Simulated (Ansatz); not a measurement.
## AlH5O: molecular dynamics (part 3 of 3)

AlH5O, SMILES [OH2+][AlH3-]; RKS PBE/def2-SVP (Ansatz 0.2.0). It belongs to a series of runs on one base structure; here: dynamics from the last frame of an earlier run.

Geometry of the input (Å):
```
O  -0.1678  -1.1987  -0.1628
Al 0.1516  0.8855  -0.1480
H  -0.8211  -1.3609  0.5521
H  0.5786  -1.7939  -0.0171
H  0.3479  1.0534  -1.7070
H  -1.3186  1.2416  0.4404
H  1.3369  1.0009  0.9485
```

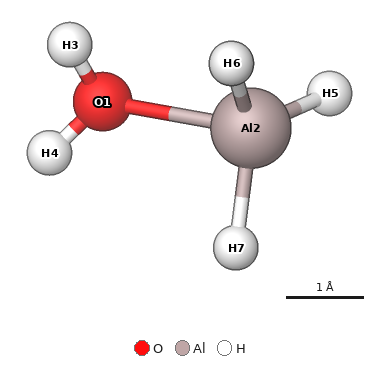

Figure 1. The geometry at step 105 of the log (ball-and-stick view, seen at a tilt; atoms are numbered from 1 in the order of the input).

Trajectory as extended XYZ, continued:
```
7
Properties=species:S:1:pos:R:3:forces:R:3 step=37 time_fs=37.0 energy=-8715.01358 temperature=100.1
O    -0.1867   -1.2198   -0.1429   -0.4707   0.1254  -0.0933
Al    0.1630    0.9009   -0.1621   -1.0468  -0.1948   0.9462
H    -0.8219   -1.7212    0.4106   -0.3783   0.5840  -0.1284
H     0.6282   -1.6551    0.1068    1.2000  -0.3776   0.0343
H     0.2939    1.3037   -1.6729    0.3292  -0.0606  -0.4600
H    -1.3047    1.2380    0.4715    0.1536   0.0009  -0.0639
H     1.3222    0.8977    0.9619    0.2129  -0.0773  -0.2351
7
Properties=species:S:1:pos:R:3:forces:R:3 step=43 time_fs=43.0 energy=-8715.11650 temperature=256.5
O    -0.1747   -1.1994   -0.1445   -0.0591   0.0899  -0.0222
Al    0.1537    0.8849   -0.1592   -0.6683  -0.0175   0.4809
H    -0.8993   -1.5826    0.4089    0.5418   0.3308  -0.2366
H     0.6702   -1.6194    0.1160   -0.2353  -0.1655   0.1223
H     0.3511    1.3013   -1.7139    0.1339  -0.1714   0.1992
H    -1.3360    1.2318    0.4876    0.4407  -0.0626  -0.1709
H     1.3917    0.8363    0.9271   -0.1537  -0.0037  -0.3727
7
Properties=species:S:1:pos:R:3:forces:R:3 step=49 time_fs=49.0 energy=-8715.13162 temperature=282.5
O    -0.1588   -1.1740   -0.1515    1.2296   0.0193  -0.4382
Al    0.1369    0.8683   -0.1508    0.6121  -0.1522  -0.7235
H    -0.9172   -1.3872    0.4074   -0.1808  -0.3647   0.4769
H     0.6682   -1.6386    0.1650   -1.1096   0.3580  -0.0814
H     0.4524    1.2473   -1.7095   -0.1368  -0.0853   0.2735
H    -1.2597    1.2134    0.4639   -0.5669   0.1549   0.2795
H     1.4306    0.7732    0.7872    0.1524   0.0699   0.2133
7
Properties=species:S:1:pos:R:3:forces:R:3 step=55 time_fs=55.0 energy=-8715.07977 temperature=200.5
O    -0.1401   -1.1438   -0.1655   -0.8796  -0.1137   0.0471
Al    0.1260    0.8504   -0.1490    0.5773   0.1211   0.1533
H    -0.8855   -1.2626    0.4553   -0.3437  -0.0602  -0.1057
H     0.5515   -1.6647    0.2593    0.8328  -0.2029   0.0957
H     0.5136    1.1701   -1.6406   -0.2038   0.1848  -0.4914
H    -1.3115    1.2312    0.5074    0.1488  -0.0778  -0.0277
H     1.4999    0.7342    0.7038   -0.1318   0.1487   0.3287
7
Properties=species:S:1:pos:R:3:forces:R:3 step=61 time_fs=61.0 energy=-8715.02995 temperature=123.9
O    -0.1321   -1.1225   -0.1724   -1.3667  -0.5619   0.8477
Al    0.1233    0.8342   -0.1469    0.8169   0.6135  -0.1104
H    -0.9118   -1.1648    0.4524    0.3972  -0.1556  -0.6632
H     0.5343   -1.6487    0.3055    0.4493   0.0263  -0.0657
H     0.5001    1.1445   -1.6906   -0.3289   0.1116   0.0881
H    -1.3336    1.2279    0.5489    0.4571  -0.1996  -0.2066
H     1.5251    0.7453    0.7247   -0.4250   0.1656   0.1100
7
Properties=species:S:1:pos:R:3:forces:R:3 step=68 time_fs=68.0 energy=-8715.07968 temperature=201.2
O    -0.1405   -1.1141   -0.1676    0.3600  -0.6420   0.0932
Al    0.1335    0.8248   -0.1477    0.7531   0.6495  -0.7632
H    -0.9698   -1.1503    0.3553    0.2389  -0.4764   0.2027
H     0.6075   -1.5725    0.3026   -0.8937   0.2556  -0.1449
H     0.3587    1.1624   -1.7208   -0.0580   0.0563   0.2107
H    -1.2355    1.1591    0.5409   -0.6276   0.1108   0.2480
H     1.4147    0.8235    0.8086    0.2272   0.0461   0.1535
7
Properties=species:S:1:pos:R:3:forces:R:3 step=74 time_fs=74.0 energy=-8715.09640 temperature=226.1
O    -0.1523   -1.1160   -0.1668    1.0190  -0.6039  -0.1678
Al    0.1511    0.8262   -0.1561   -0.6631   0.7636   0.6820
H    -0.9623   -1.2861    0.3267   -0.6562  -0.1310   0.3951
H     0.5763   -1.5294    0.3510   -0.2723  -0.0451  -0.1566
H     0.2101    1.2022   -1.6854    0.2468   0.1042  -0.3329
H    -1.2960    1.1191    0.5858    0.2001  -0.0002  -0.1598
H     1.3647    0.9088    0.9190    0.1257  -0.0875  -0.2601
7
Properties=species:S:1:pos:R:3:forces:R:3 step=80 time_fs=80.0 energy=-8715.01817 temperature=107.7
O    -0.1590   -1.1311   -0.1646   -0.8452  -0.7007   0.2288
Al    0.1613    0.8373   -0.1581   -1.1243   0.7785   0.4706
H    -0.9796   -1.4283    0.3121    0.2644   0.6040  -0.5596
H     0.5175   -1.5337    0.3879    0.9317  -0.4388   0.3014
H     0.1399    1.2676   -1.7226    0.3346  -0.1212   0.2190
H    -1.3149    1.0862    0.5902    0.3940   0.0494  -0.2181
H     1.3611    0.9656    0.9481    0.0448  -0.1711  -0.4421
7
Properties=species:S:1:pos:R:3:forces:R:3 step=86 time_fs=86.0 energy=-8715.09813 temperature=229.1
O    -0.1620   -1.1630   -0.1552    0.5035  -0.3962   0.2292
Al    0.1585    0.8577   -0.1547   -0.4373   0.1841  -0.3696
H    -1.0345   -1.4413    0.2103    0.4682   0.2077  -0.0267
H     0.5508   -1.5814    0.3892   -0.5952   0.0261  -0.2437
H     0.1802    1.2993   -1.7093    0.2455  -0.1199   0.0964
H    -1.2375    1.0751    0.5391   -0.5690   0.2371   0.3032
H     1.3890    0.9675    0.8465    0.3844  -0.1389   0.0112
7
Properties=species:S:1:pos:R:3:forces:R:3 step=92 time_fs=92.0 energy=-8715.14475 temperature=302.0
O    -0.1560   -1.1976   -0.1481    1.6613   0.5034  -0.4661
Al    0.1493    0.8807   -0.1537   -0.0993  -0.1921   0.3672
H    -1.0418   -1.4124    0.1346   -0.9037  -0.4063   0.5707
H     0.5155   -1.6836    0.3865   -0.5993   0.1328  -0.1460
H     0.3004    1.2939   -1.6744   -0.0105   0.0055  -0.3126
H    -1.2925    1.1318    0.5606    0.1303   0.0509  -0.0115
H     1.5161    0.9207    0.7294   -0.1789  -0.0941  -0.0016
7
Properties=species:S:1:pos:R:3:forces:R:3 step=98 time_fs=98.0 energy=-8715.07141 temperature=188.5
O    -0.1403   -1.2235   -0.1486   -1.1203   0.4344  -0.1997
Al    0.1392    0.9016   -0.1499    0.3667  -0.2709  -0.0458
H    -1.0612   -1.4314    0.1418    0.3219   0.1986  -0.2683
H     0.3937   -1.8013    0.4064    0.7138  -0.2191   0.3777
H     0.4136    1.2820   -1.7121   -0.3451  -0.0870   0.2055
H    -1.3203    1.2088    0.5854    0.5159  -0.0941  -0.2164
H     1.5927    0.8449    0.6191   -0.4530   0.0381   0.1469
7
Properties=species:S:1:pos:R:3:forces:R:3 step=105 time_fs=105.0 energy=-8715.01500 temperature=102.4
O    -0.1313   -1.2501   -0.1478   -1.6492   0.3668  -0.0109
Al    0.1342    0.9207   -0.1471    0.9353  -0.7471  -0.6626
H    -1.0890   -1.4173    0.0962    1.0197   0.1026  -0.3283
H     0.3651   -1.8566    0.4233    0.3797   0.0196   0.2367
H     0.4058    1.2399   -1.6985   -0.3195   0.0321  -0.0926
H    -1.2076    1.2752    0.5601   -0.6032   0.1154   0.3391
H     1.5361    0.7725    0.5736    0.2371   0.1106   0.5186
7
Properties=species:S:1:pos:R:3:forces:R:3 step=111 time_fs=111.0 energy=-8715.07730 temperature=196.5
O    -0.1366   -1.2656   -0.1478    0.7743   0.5981  -0.1471
Al    0.1410    0.9278   -0.1515    0.2338  -0.6801   0.4191
H    -1.0746   -1.4221    0.0190   -0.3808  -0.4573   0.3304
H     0.4227   -1.8209    0.4501   -0.6096   0.4483  -0.2496
H     0.2831    1.2101   -1.7075   -0.0672   0.0684  -0.2201
H    -1.2420    1.3519    0.6162    0.2291  -0.1536  -0.1250
H     1.5235    0.7523    0.6938   -0.1795   0.1761  -0.0077
7
Properties=species:S:1:pos:R:3:forces:R:3 step=117 time_fs=117.0 energy=-8715.09003 temperature=216.0
O    -0.1419   -1.2650   -0.1555    0.6143   0.6857  -0.1815
Al    0.1510    0.9262   -0.1523   -0.3765  -0.4264   0.2195
H    -1.0519   -1.5322    0.0129   -0.6451  -0.1944   0.1276
H     0.4030   -1.7359    0.5041    0.0082   0.0966   0.0315
H     0.1374    1.1984   -1.7654    0.1885  -0.0565   0.3822
H    -1.2276    1.3846    0.6449    0.3534  -0.1970  -0.2211
H     1.4668    0.7877    0.8185   -0.1428   0.0921  -0.3582
7
Properties=species:S:1:pos:R:3:forces:R:3 step=123 time_fs=123.0 energy=-8715.01934 temperature=109.9
O    -0.1463   -1.2527   -0.1645   -1.1255  -0.1671   0.1928
Al    0.1569    0.9186   -0.1507   -0.4692  -0.5391  -0.2699
H    -1.0461   -1.6599    0.0160    0.8531   0.7312  -0.4084
H     0.3794   -1.6186    0.5635    0.4598  -0.0811   0.2738
H     0.0538    1.1735   -1.7273    0.3445   0.0073  -0.0774
H    -1.1307    1.3634    0.6203   -0.6266   0.1444   0.3326
H     1.3850    0.8518    0.8427    0.5639  -0.0956  -0.0434
7
Properties=species:S:1:pos:R:3:forces:R:3 step=129 time_fs=129.0 energy=-8715.06823 temperature=181.5
O    -0.1519   -1.2383   -0.1666    0.7708   0.4643   0.3704
Al    0.1562    0.9048   -0.1505   -0.7786  -0.2016   0.5075
H    -1.0171   -1.6743   -0.0527   -0.0433   0.1203   0.1335
H     0.4119   -1.4800    0.6073   -0.4091  -0.1783  -0.3082
H     0.0818    1.1517   -1.7103    0.2657   0.0809  -0.2942
H    -1.1812    1.3685    0.6714    0.1420  -0.1032  -0.1081
H     1.4530    0.8865    0.8282    0.0525  -0.1822  -0.3007
7
Properties=species:S:1:pos:R:3:forces:R:3 step=135 time_fs=135.0 energy=-8715.09024 temperature=218.3
O    -0.1465   -1.2136   -0.1658    1.6356   0.9829   0.1579
Al    0.1464    0.8883   -0.1459   -0.3723   0.0666  -0.1625
H    -0.9979   -1.6356   -0.0856   -1.0665  -0.4196   0.2453
H     0.3854   -1.4212    0.6347   -0.2812  -0.3094  -0.1666
H     0.1965    1.1523   -1.7618    0.0162   0.0054   0.3992
H    -1.2064    1.3464    0.6984    0.3958  -0.1581  -0.2602
H     1.5466    0.8610    0.7235   -0.3278  -0.1678  -0.2131
7
Properties=species:S:1:pos:R:3:forces:R:3 step=141 time_fs=141.0 energy=-8715.09900 temperature=231.9
O    -0.1281   -1.1776   -0.1627   -1.0860  -0.4891   0.1857
Al    0.1325    0.8719   -0.1434    0.5624  -0.2035  -0.7975
H    -1.0383   -1.5843   -0.0736    0.7729   0.5915  -0.3069
H     0.3076   -1.4719    0.6549    0.3976  -0.1379   0.2296
H     0.3158    1.1602   -1.7142   -0.2549   0.0885  -0.0451
H    -1.1376    1.2850    0.6622   -0.5683   0.2117   0.3450
H     1.5573    0.7806    0.5622    0.1761  -0.0611   0.3892
7
Properties=species:S:1:pos:R:3:forces:R:3 step=148 time_fs=148.0 energy=-8715.07978 temperature=201.5
O    -0.1108   -1.1423   -0.1485   -1.4230  -0.4776  -0.2328
Al    0.1239    0.8505   -0.1499    0.5537   0.1420   0.2402
H    -1.0736   -1.4243   -0.1455    1.0724   0.1806   0.0289
H     0.2947   -1.5443    0.6412    0.0875  -0.0390   0.1256
H     0.3488    1.2093   -1.6858   -0.3513   0.0990  -0.2312
H    -1.2133    1.2739    0.7125    0.3096  -0.0657  -0.2201
H     1.6045    0.6676    0.5188   -0.2490   0.1607   0.2893
7
Properties=species:S:1:pos:R:3:forces:R:3 step=154 time_fs=154.0 energy=-8715.05447 temperature=163.3
O    -0.1071   -1.1189   -0.1374    0.9839  -0.1192  -0.1678
Al    0.1247    0.8339   -0.1544    0.6718   0.5987   0.0651
H    -1.0385   -1.3135   -0.2070   -1.1193  -0.7092   0.1743
H     0.3050   -1.5933    0.6191   -0.3427   0.1926  -0.2306
H     0.2532    1.2808   -1.7295   -0.2119  -0.1586   0.3577
H    -1.2180    1.2562    0.7091    0.3132  -0.0936  -0.2298
H     1.5788    0.6248    0.5927   -0.2951   0.2893   0.0311
7
Properties=species:S:1:pos:R:3:forces:R:3 step=160 time_fs=160.0 energy=-8715.07179 temperature=187.3
O    -0.1066   -1.1010   -0.1358   -0.4696  -0.9680  -0.2638
Al    0.1339    0.8245   -0.1580    0.4769   0.6461  -0.0338
H    -1.0499   -1.3498   -0.1990   -0.0359  -0.1249  -0.0408
H     0.2583   -1.6263    0.6034    0.1308   0.2030   0.0108
H     0.0910    1.3074   -1.6855    0.1324  -0.1322  -0.1268
H    -1.1493    1.2183    0.6496   -0.5993   0.1833   0.3868
H     1.4762    0.6742    0.6882    0.3646   0.1926   0.0676
7
Properties=species:S:1:pos:R:3:forces:R:3 step=166 time_fs=166.0 energy=-8715.04479 temperature=148.4
O    -0.1165   -1.1022   -0.1408   -1.4492  -1.2991  -0.4059
Al    0.1479    0.8237   -0.1606   -0.5799   0.9112   0.8352
H    -1.0636   -1.4339   -0.1978    1.0296   0.5372  -0.0768
H     0.2559   -1.6015    0.6036    0.3551  -0.0043   0.3004
H    -0.0309    1.2882   -1.6736    0.3316  -0.1079  -0.2541
H    -1.2184    1.2224    0.6806    0.2341  -0.0698  -0.0824
H     1.4641    0.7890    0.7906    0.0786   0.0327  -0.3165
```
